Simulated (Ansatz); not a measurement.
System: AlH···H2O.

```xyz
5

Al   -0.3182   -0.4770   -0.9907
O     1.2067    0.3186    1.4259
H     1.0331   -0.3205    2.1306
H     1.7690   -0.1901    0.7983
H    -1.6644    0.3877   -0.5467
```

Not at a stationary point (largest force 1.0 eV/Å).

All numbers below come from RKS PBE0/def2-SVP (Ansatz 0.2.0).

Q: What will maps of the electron density and electron localisation function show?

A: O–H (0.97 Å): ρ at the midpoint is about 3.7 e/Å³; the ELF climbs to about 1 towards the hydrogen, as it does in any bond to H: an ordinary covalent bond to hydrogen.

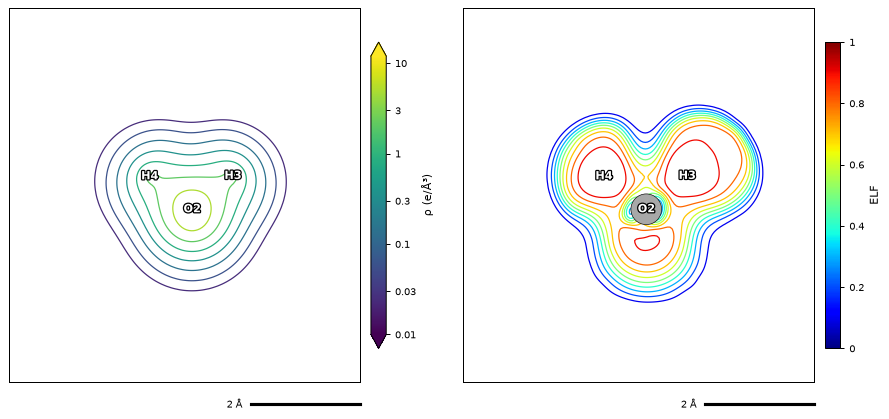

Computed electron density and electron localisation function on the plane of atoms H3, O2 and H4, in this order. Grey discs cover the atomic cores in the ELF map. 
